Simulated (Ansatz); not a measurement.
# AlGaSiH+ (quintet): wave-function methods side by side, cc-pVDZ

How much of the correlation energy of AlGaSiH+ (quintet) does each wave-function method recover here?

Program: Ansatz 0.2.0, Gaussian basis. Level of theory: cc-pVDZ, core rule «outside noble gas», up to 24 orbitals frozen. These are calculated values, not measurements.

To be run: UHF; CCSD(T) on ROHF; CCSD(T) on UHF; BCCD(T) on ROHF; CISD as a restricted active space (open shells left free, so some higher excitations enter); CCSDT(Q) on ROHF; CCSDT(Q) on UHF.

28 further runs of the same task are left out: 2 for a known fault of the program, 16 that didn't finish, 10 set aside as unsound or not needed. Runs told in other sessions of the task aren't counted.

### 1 The geometry

The geometry is a PBE0/def2-TZVP stationary point (not a proven minimum) of the parent state, kept for this charge and spin. No spin-orbit coupling is included. The filled d shell of Ga may be among the frozen orbitals whatever the setting's name suggests.

4 atoms, charge 1, spin multiplicity 5.

Atoms are counted from 1 here; the program's logs count them from 0.

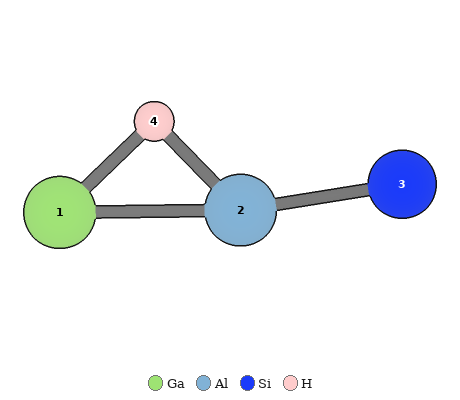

The structure; gallium green, aluminium light blue, silicon blue, hydrogen pink; atoms are numbered from 1 in the order of the file.

Geometry (Å):

```
Ga    0.0000   -0.2796    2.2832
Al    0.0000   -0.4385   -0.3541
Si    0.0000   -0.2324   -2.7363
H     0.0000    0.9506    0.8072
```

In the tables R marks a restricted open-shell determinant and U an unrestricted one; energies count from the table's Hartree-Fock row.

### 2 UHF

Contents of in.yaml:

```yaml
crystal:
  periodic: [false, false, false]
  atoms:
    - {symbol: Ga, position_ang: [-0.000001, -0.279644, 2.283217]}
    - {symbol: Al, position_ang: [0.000001, -0.438476, -0.354113]}
    - {symbol: Si, position_ang: [-0.000002, -0.232433, -2.736259]}
    - {symbol: H, position_ang: [0.000003, 0.950553, 0.807155]}
basis:
  gaussian: {orbitals: cc-pVDZ}
total_charge: 1
magnetization: {spin_polarized: true, initial_magnetization: 4}
hamiltonian: {xc: hf}
output: {orbitals: {seedname: orbitals}}
```

The run is started by

```console
$ ansatz run in.yaml --threads 1 --pin off --events-out ev --progress --plain --max-ram 2393MiB
```

What it wrote:

```text
Functional definition: HF
  name "HF"
  cite "Fock, Z. Phys. 61, 126 (1930) doi:10.1007/BF01340294"
  parent pbe
  exchange = exact_x
  correlation = 0
733 factors; integrals over basis functions are off by at most 1.1e-3 eV
mean field evaluation 1: about -66782.5146 eV, gradient 9.4e0 eV
mean field evaluation 2: about -66782.5204 eV, gradient 9.4e0 eV
mean field evaluation 4: about -66784.4507 eV, gradient 2.5e0 eV
mean field evaluation 8: about -66785.0014 eV, gradient 4.7e-1 eV
mean field evaluation 16: about -66783.9459 eV, gradient 4.6e0 eV
mean field evaluation 32: about -66780.9824 eV, gradient 6.6e0 eV
mean field evaluation 64: about -66781.5745 eV, gradient 8.6e0 eV
mean field evaluation 96: about -66784.8603 eV, gradient 1.1e0 eV
mean field -66785.02985464 eV, -2454.3045786388 hartree, gradient 1.7e-5 eV, S^2 6.044564; 1 other end points of the search recorded, 0 dependent functions left out
reference -66785.02985464 eV, -2454.3045786388 hartree; 31, 27 occupied and 37, 41 virtual orbitals, 733 factors
Total energy: -66785.02985464 eV, -2454.3045786388 hartree
```

It took 7.5 s on 1 thread of Arm Neoverse N1, shared host.

From the report: ⟨S²⟩ of the determinant 6.045 (pure quintet: 6.00).

### 3 CCSD(T) on ROHF

in.yaml: that of step 2 with these lines changed.

```diff
@@ -10,4 +10,3 @@
 total_charge: 1
-magnetization: {spin_polarized: true, initial_magnetization: 4}
-hamiltonian: {xc: hf}
-output: {orbitals: {seedname: orbitals}}
+magnetization: {spin_polarized: false, initial_magnetization: 4}
+correlation: {method: ccsd_t, electrons: outside_noble_gas}
```

Same command.

What it wrote (excerpt; [...] marks lines left out):

```text
Functional definition: HF
  name "HF"
  cite "Fock, Z. Phys. 61, 126 (1930) doi:10.1007/BF01340294"
  parent pbe
[...]
733 factors; integrals over basis functions are off by at most 1.1e-3 eV
[...]
mean field -66784.91435173 eV, -2454.3003339854 hartree, gradient 1.4e-6 eV, S^2 6.000000; 10 other end points of the search recorded, 0 dependent functions left out
[...]
determinant -66784.91435173 eV, -2454.3003339854 hartree, with singles and doubles -66789.64750093 eV, -2454.4742740103 hartree
determinant -66783.36996347 eV, -2454.2435787635 hartree, with singles and doubles -66788.15732688 eV, -2454.4195111238 hartree
determinant -66783.34710632 eV, -2454.2427387789 hartree, with singles and doubles -66788.20551461 eV, -2454.4212819903 hartree
determinant -66783.33555208 eV, -2454.2423141684 hartree, with singles and doubles -66788.40642122 eV, -2454.4286651720 hartree
determinant -66783.21870470 eV, -2454.2380201064 hartree, with singles and doubles -66788.89994031 eV, -2454.4468016641 hartree
determinant -66782.28801290 eV, -2454.2038178135 hartree, with singles and doubles -66787.31754263 eV, -2454.3886496219 hartree
24 core orbitals not correlated: weight in the atoms' cores, before any rotation towards them, 0.999 or more for the frozen orbitals, at most 0.001 for the correlated occupied ones
reference -66784.91435173 eV, -2454.3003339854 hartree; 7, 3 occupied and 37, 41 virtual orbitals, 733 factors
second order -3.56533712 eV of doubles, -0.04405695 eV of singles
cycle   1  -4.73329133 eV  change   -1.4e-4 eV  update   3.1e-3
[...]
cycle  10  -4.73583304 eV  change   -4.5e-6 eV  update   9.2e-6
perturbative correction -0.19579082 eV, -0.0071951798 hartree
Total energy: -66789.84597559 eV, -2454.4815678193 hartree
```

It took 35 s on 1 thread of Arm Neoverse N1, shared host.

From the report: correlation -4.9316 eV; T1 0.047; largest double amplitude 0.04.

### 4 CCSD(T) on UHF

in.yaml: that of step 3 with these lines changed.

```diff
@@ -10,3 +10,3 @@
 total_charge: 1
-magnetization: {spin_polarized: false, initial_magnetization: 4}
+magnetization: {spin_polarized: true, initial_magnetization: 4}
 correlation: {method: ccsd_t, electrons: outside_noble_gas}
```

Same command.

What it wrote (excerpt; [...] marks lines left out):

```text
Functional definition: HF
  name "HF"
  cite "Fock, Z. Phys. 61, 126 (1930) doi:10.1007/BF01340294"
  parent pbe
[...]
733 factors; integrals over basis functions are off by at most 1.1e-3 eV
[...]
mean field -66785.02985464 eV, -2454.3045786389 hartree, gradient 3.2e-6 eV, S^2 6.044564; 10 other end points of the search recorded, 0 dependent functions left out
determinant -66785.02985464 eV, -2454.3045786389 hartree, with singles and doubles -66789.64801251 eV, -2454.4742928103 hartree
determinant -66783.66721913 eV, -2454.2545027074 hartree, with singles and doubles -66788.15096259 eV, -2454.4192772405 hartree
determinant -66783.49684400 eV, -2454.2482415370 hartree, with singles and doubles -66788.20319506 eV, -2454.4211967484 hartree
determinant -66783.37541953 eV, -2454.2437792700 hartree, with singles and doubles -66788.16334870 eV, -2454.4197324217 hartree
determinant -66782.38602412 eV, -2454.2074196593 hartree, with singles and doubles -66787.32688901 eV, -2454.3889930949 hartree
24 core orbitals not correlated: weight in the atoms' cores, before any rotation towards them, 0.999 or more for the frozen orbitals, at most 0.001 for the correlated occupied ones
reference -66785.02985464 eV, -2454.3045786389 hartree; 7, 3 occupied and 37, 41 virtual orbitals, 733 factors
second order -3.47252090 eV of doubles, -0.00000000 eV of singles
cycle   1  -4.61834392 eV  change   -1.9e-4 eV  update   4.0e-3
[...]
cycle  10  -4.62236157 eV  change    1.3e-6 eV  update   1.1e-5
perturbative correction -0.19310385 eV, -0.0070964355 hartree
Total energy: -66789.84532006 eV, -2454.4815437290 hartree
```

Wall time 26 s (1 thread of Arm Neoverse N1, shared host).

From the report: ⟨S²⟩ of the determinant 6.045 (pure quintet: 6.00); correlation -4.8155 eV; T1 0.047; largest double amplitude 0.04.

### 5 BCCD(T) on ROHF

in.yaml: that of step 4 with these lines changed.

```diff
@@ -10,3 +10,3 @@
 total_charge: 1
-magnetization: {spin_polarized: true, initial_magnetization: 4}
-correlation: {method: ccsd_t, electrons: outside_noble_gas}
+magnetization: {spin_polarized: false, initial_magnetization: 4}
+correlation: {method: bccd_t, electrons: outside_noble_gas}
```

The command is unchanged.

What it wrote (excerpt; [...] marks lines left out):

```text
Functional definition: HF
  name "HF"
  cite "Fock, Z. Phys. 61, 126 (1930) doi:10.1007/BF01340294"
  parent pbe
[...]
733 factors; integrals over basis functions are off by at most 1.1e-3 eV
[...]
mean field -66784.91435173 eV, -2454.3003339854 hartree, gradient 1.4e-6 eV, S^2 6.000000; 10 other end points of the search recorded, 0 dependent functions left out
[...]
determinant -66784.91435173 eV, -2454.3003339854 hartree, with singles and doubles -66789.64750093 eV, -2454.4742740103 hartree
determinant -66783.36996347 eV, -2454.2435787635 hartree, with singles and doubles -66788.15732688 eV, -2454.4195111238 hartree
determinant -66783.34710632 eV, -2454.2427387789 hartree, with singles and doubles -66788.20551461 eV, -2454.4212819903 hartree
determinant -66783.33555208 eV, -2454.2423141684 hartree, with singles and doubles -66788.40642122 eV, -2454.4286651720 hartree
determinant -66783.21870470 eV, -2454.2380201064 hartree, with singles and doubles -66788.89994031 eV, -2454.4468016641 hartree
determinant -66782.28801290 eV, -2454.2038178135 hartree, with singles and doubles -66787.31754263 eV, -2454.3886496219 hartree
24 core orbitals not correlated: weight in the atoms' cores, before any rotation towards them, 0.999 or more for the frozen orbitals, at most 0.001 for the correlated occupied ones
reference -66784.91435173 eV, -2454.3003339854 hartree; 7, 3 occupied and 37, 41 virtual orbitals, 733 factors
second order -3.56533712 eV of doubles, -0.04405695 eV of singles
cycle   1  -4.73872702 eV  change   -5.6e-3 eV  update   1.5e-2
[...]
cycle  13  -4.73097140 eV  change   -1.2e-6 eV  update   9.2e-6
perturbative correction -0.20472003 eV, -0.0075233225 hartree
Total energy: -66789.85004317 eV, -2454.4817173002 hartree
```

It took 36 s on 1 thread of Arm Neoverse N1, shared host.

From the report: correlation -4.9357 eV; largest double amplitude 0.05.

### 6 CISD as a restricted active space (open shells left free, so some higher excitations enter)

in.yaml: that of step 5 with these lines changed.

```diff
@@ -11,2 +11,2 @@
 magnetization: {spin_polarized: false, initial_magnetization: 4}
-correlation: {method: bccd_t, electrons: outside_noble_gas}
+correlation: {active_space: {ras: {orbitals: [3, 4, 37], electrons: 10, max_holes: 2, max_particles: 2}, fixed_orbitals: true}}
```

The command is unchanged.

What it wrote:

```text
Functional definition: HF
  name "HF"
  cite "Fock, Z. Phys. 61, 126 (1930) doi:10.1007/BF01340294"
  parent pbe
  exchange = exact_x
  correlation = 0
733 factors; integrals over basis functions are off by at most 1.1e-3 eV
mean field evaluation 1: about -66782.7044 eV, gradient 8.8e0 eV
mean field evaluation 2: about -66782.7099 eV, gradient 8.8e0 eV
mean field evaluation 4: about -66784.2982 eV, gradient 2.7e0 eV
mean field evaluation 8: about -66784.8921 eV, gradient 4.8e-1 eV
mean field evaluation 16: about -66784.9144 eV, gradient 1.4e-6 eV
mean field evaluation 32: about -66784.8900 eV, gradient 6.2e-1 eV
mean field -66784.91435173 eV, -2454.3003339854 hartree, gradient 1.4e-6 eV, S^2 6.000000; 5 other end points of the search recorded, 0 dependent functions left out
reference -66784.91435173 eV, -2454.3003339854 hartree; 31, 27 occupied and 37, 41 virtual orbitals, 733 factors
state -66789.26470183 eV, -2454.4602064026 hartree
Total energy: -66789.26470183 eV, -2454.4602064026 hartree
```

Wall time 32 s (1 thread of Arm Neoverse N1, shared host).

From the report: 170,578 determinants.

### 7 CCSDT(Q) on ROHF

in.yaml: that of step 6 with these lines changed.

```diff
@@ -11,2 +11,2 @@
 magnetization: {spin_polarized: false, initial_magnetization: 4}
-correlation: {active_space: {ras: {orbitals: [3, 4, 37], electrons: 10, max_holes: 2, max_particles: 2}, fixed_orbitals: true}}
+correlation: {method: ccsdt_q, electrons: outside_noble_gas}
```

Same command.

What it wrote (excerpt; [...] marks lines left out):

```text
Functional definition: HF
  name "HF"
  cite "Fock, Z. Phys. 61, 126 (1930) doi:10.1007/BF01340294"
  parent pbe
[...]
1320 factors; integrals over basis functions are off by at most 1.5e-7 eV
[...]
mean field -66784.91443177 eV, -2454.3003369268 hartree, gradient 1.4e-6 eV, S^2 6.000000; 10 other end points of the search recorded, 0 dependent functions left out
[...]
determinant -66784.91443177 eV, -2454.3003369268 hartree, with singles and doubles -66789.64757713 eV, -2454.4742768104 hartree
determinant -66783.37004248 eV, -2454.2435816672 hartree, with singles and doubles -66788.15741205 eV, -2454.4195142536 hartree
determinant -66783.34719310 eV, -2454.2427419678 hartree, with singles and doubles -66788.20559562 eV, -2454.4212849672 hartree
determinant -66783.33563203 eV, -2454.2423171065 hartree, with singles and doubles -66788.40650549 eV, -2454.4286682688 hartree
determinant -66783.21878343 eV, -2454.2380229994 hartree, with singles and doubles -66788.90002213 eV, -2454.4468046710 hartree
determinant -66782.28809755 eV, -2454.2038209242 hartree, with singles and doubles -66787.31762525 eV, -2454.3886526580 hartree
24 core orbitals not correlated: weight in the atoms' cores, before any rotation towards them, 0.999 or more for the frozen orbitals, at most 0.001 for the correlated occupied ones
reference -66784.91443177 eV, -2454.3003369268 hartree; 7, 3 occupied and 37, 41 virtual orbitals, 1320 factors
second order -3.56535008 eV of doubles, -0.04405684 eV of singles
cycle   1  -4.33434089 eV  change   -7.2e-1 eV  update   1.0e-1
[...]
cycle  28  -4.99517321 eV  change   -3.4e-7 eV  update   8.0e-7
perturbative correction -0.01422041 eV, -0.0005225905 hartree
Total energy: -66789.92382540 eV, -2454.4844287470 hartree
```

It took 1.9 min on 1 thread of Arm Neoverse N1, shared host; peak memory 0.49 GiB.

From the report: correlation -5.0094 eV; T1 0.055; largest double amplitude 0.06.

### 8 CCSDT(Q) on UHF

in.yaml: that of step 7 with these lines changed.

```diff
@@ -10,3 +10,3 @@
 total_charge: 1
-magnetization: {spin_polarized: false, initial_magnetization: 4}
+magnetization: {spin_polarized: true, initial_magnetization: 4}
 correlation: {method: ccsdt_q, electrons: outside_noble_gas}
```

Same command.

What it wrote (excerpt; [...] marks lines left out):

```text
Functional definition: HF
  name "HF"
  cite "Fock, Z. Phys. 61, 126 (1930) doi:10.1007/BF01340294"
  parent pbe
[...]
1320 factors; integrals over basis functions are off by at most 1.5e-7 eV
[...]
mean field -66785.02993485 eV, -2454.3045815865 hartree, gradient 2.8e-6 eV, S^2 6.044564; 11 other end points of the search recorded, 0 dependent functions left out
determinant -66785.02993485 eV, -2454.3045815865 hartree, with singles and doubles -66789.64808902 eV, -2454.4742956219 hartree
determinant -66783.66730215 eV, -2454.2545057583 hartree, with singles and doubles -66788.15104876 eV, -2454.4192804071 hartree
determinant -66783.51578137 eV, -2454.2489374726 hartree, with singles and doubles -66788.47623923 eV, -2454.4312309366 hartree
determinant -66783.49693162 eV, -2454.2482447571 hartree, with singles and doubles -66788.20326884 eV, -2454.4211994596 hartree
determinant -66783.37549556 eV, -2454.2437820641 hartree, with singles and doubles -66788.16342946 eV, -2454.4197353895 hartree
determinant -66782.38610896 eV, -2454.2074227772 hartree, with singles and doubles -66787.32697189 eV, -2454.3889961409 hartree
24 core orbitals not correlated: weight in the atoms' cores, before any rotation towards them, 0.999 or more for the frozen orbitals, at most 0.001 for the correlated occupied ones
reference -66785.02993485 eV, -2454.3045815865 hartree; 7, 3 occupied and 37, 41 virtual orbitals, 1320 factors
second order -3.47253392 eV of doubles, -0.00000000 eV of singles
cycle   1  -4.19250242 eV  change   -7.2e-1 eV  update   1.0e-1
[...]
cycle  29  -4.88034364 eV  change   -1.8e-7 eV  update   6.4e-7
perturbative correction -0.01521704 eV, -0.0005592159 hartree
Total energy: -66789.92549553 eV, -2454.4844901232 hartree
```

Wall time 1.7 min (1 thread of Arm Neoverse N1, shared host); peak memory 0.42 GiB.

From the report: ⟨S²⟩ of the determinant 6.045 (pure quintet: 6.00); correlation -4.8956 eV; T1 0.057; largest double amplitude 0.07.

### 9 Misses and costs

No level here is safe as a reference; RCCSDT(Q) serves as a yardstick only. Rows without a time are mean-field rows or come out of runs for another level: lower rungs of the coupled-cluster runs, or the Hartree-Fock search.

Differences are taken before rounding.

```tsv
method	energy from the lowest ROHF (meV)	from RCCSDT(Q) (meV)	time
ROHF	0.0	+5009.5	
UHF	-115.5	+4894.0	
RMP2	-3609.4	+1400.1	
UMP2	-3588.0	+1421.4	
CISD	-4350.4	+659.1	32 s
RCCSD	-4735.8	+273.6	
UCCSD	-4737.9	+271.6	
RCCSD(T)	-4931.6	+77.8	35 s
UCCSD(T)	-4931.0	+78.5	26 s
BCCD(T)	-4935.7	+73.8	36 s
RCCSDT	-4995.3	+14.2	
UCCSDT	-4995.9	+13.5	
RCCSDT(Q)	-5009.5	0	1.9 min
UCCSDT(Q)	-5011.1	-1.7	1.7 min
```

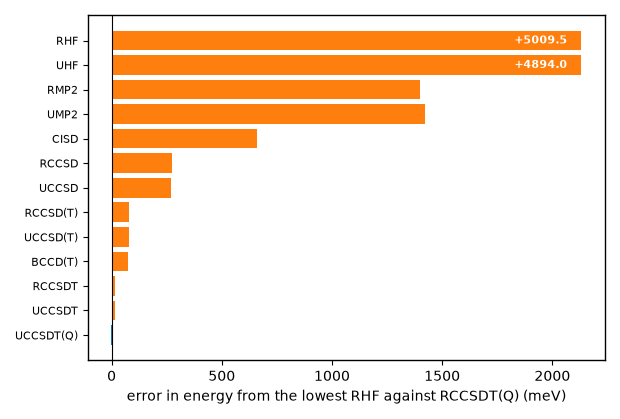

Deviations from RCCSDT(Q), method by method. Bars with a number in them are cut short.

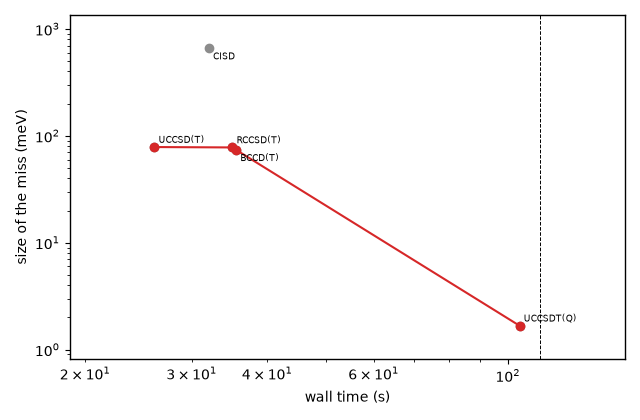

Miss against cost. Red marks the levels that no quicker level drawn beats (of those quicker than the yardstick), and the dashed line is the time of RCCSDT(Q). Times are from a shared host.

### 10 Summary of results

| quantity | value |
| --- | --- |
| RCCSDT(Q) from the ROHF energy | -5.0095 eV |
| RMP2 from RCCSDT(Q) | +1400.1 meV |
| UMP2 from RCCSDT(Q) | +1421.4 meV |
| RCCSD from RCCSDT(Q) | +273.6 meV |
| RCCSD(T) from RCCSDT(Q) | +77.8 meV |
| UCCSD(T) from RCCSDT(Q) | +78.5 meV |
| UCCSDT(Q) from RCCSDT(Q) | -1.7 meV |
| T1 diagnostic | 0.047 |

In words: RCCSD(T) misses by +77.8 meV, 1.6 % of the correlation energy. Warnings: large T1 diagnostic.

With open shells the CI space here admits some higher excitations, so it is larger than plain CISD.
